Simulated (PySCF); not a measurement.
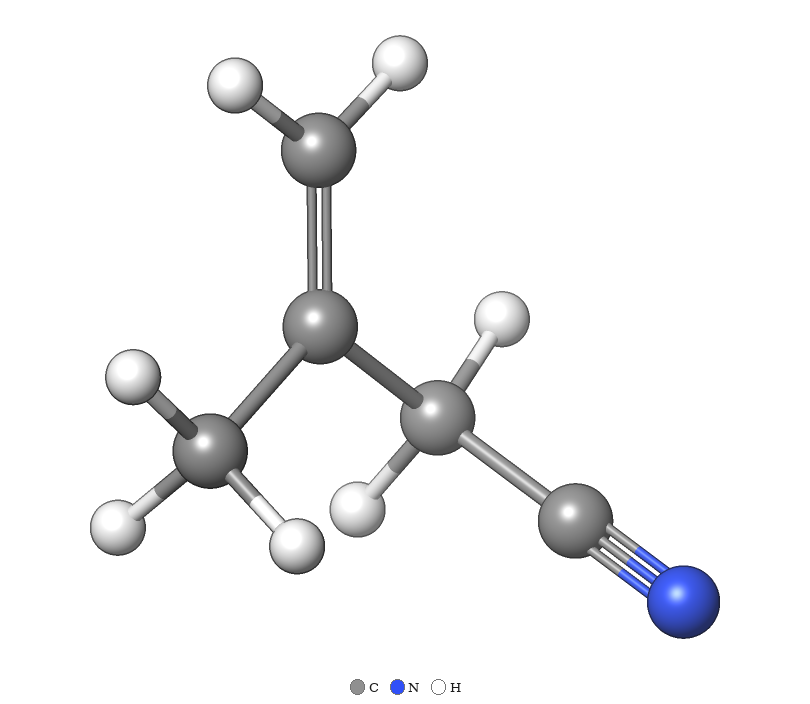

The geometry was computed by an optimisation with GFN2-xTB. No frequency run is at hand to confirm it as a minimum.

Give the structural formula.

SMILES: C=C(C)CC#N

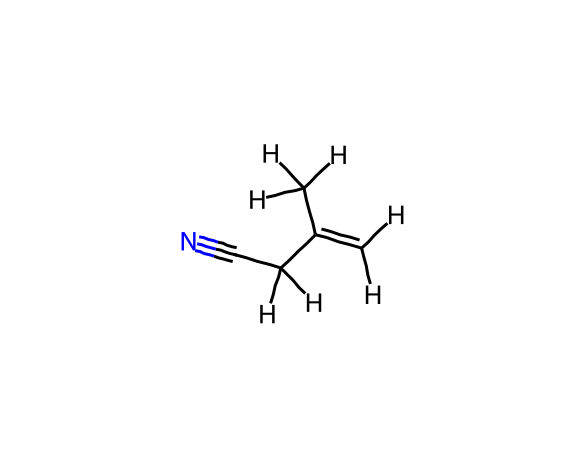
